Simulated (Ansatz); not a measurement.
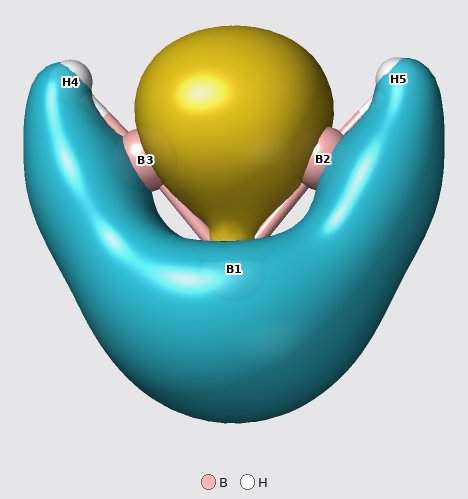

Figure 1: B3H2 (doublet). The HOMO (α) at ±0.1 Å⁻³ᐟ² (yellow and cyan are the two phases), seen at a tilt.

Geometry: r2SCAN-D4/def2-TZVP.

Theory: UKS PBE0-D4/def2-TZVP in Ansatz 0.2.0.

Input

```
crystal:
  periodic: [false, false, false]
  atoms:
    - {symbol: B, position_ang: [-0.804135, -1.007635, 0.058923]}
    - {symbol: B, position_ang: [0.687280, -0.670406, 0.177610]}
    - {symbol: B, position_ang: [-0.816001, 0.509023, -0.168457]}
    - {symbol: H, position_ang: [-0.919411, 1.671814, -0.352792]}
    - {symbol: H, position_ang: [1.852267, -0.502807, 0.284726]}
basis:
  gaussian: {orbitals: def2-TZVP, initial_orbitals: start.molden}
magnetization: {spin_polarized: true, initial_magnetization: 1}
hamiltonian: {xc: pbe0, dispersion: d4}
output: {orbitals: {seedname: orbitals}}
```

Launched as:

```sh
ansatz run in.yaml --threads 4 --pin off --events-out ev --progress --plain --max-ram 3916MiB
```

### Where does this orbital lie, and at what energy?

It lies mainly on B1 (about 45 %), B2 (about 25 %) and B3 (about 25 %); it is symmetric in the molecular plane (an in-plane orbital: σ, lone-pair or in-plane π type). Its energy is −7.54 eV.
